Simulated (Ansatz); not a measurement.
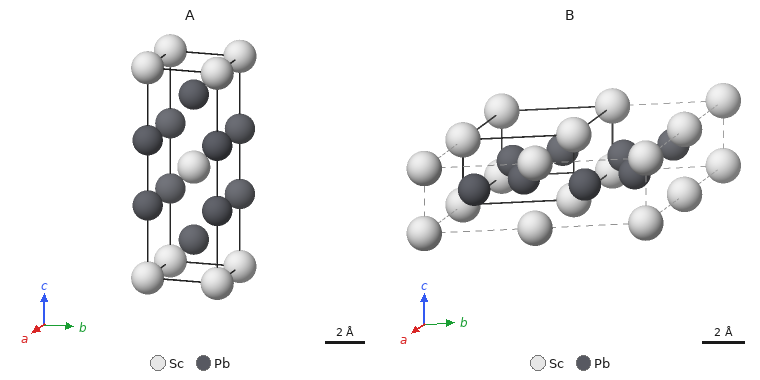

Two structures of ScPb$_{2}$, each relaxed to rest (conventional cells in solid outline, small ones repeated, not to one scale). Method: DFT PBE, scalar-relativistic, plane waves, PAW in Ansatz, without spin polarisation.

What are A and B?

Answer. A: 6 atoms a cell on a body-centred tetragonal lattice, I4/mmm. B: AlB₂ type, P6/mmm.

Which is the more stable form at this level of theory?

Answer. A is lower, by 106 meV/atom at this level of theory (energies at zero smearing). Volumes: A 27.1, B 28.2 Å³/atom.

One or both may be structure types tried for this composition rather than known phases.
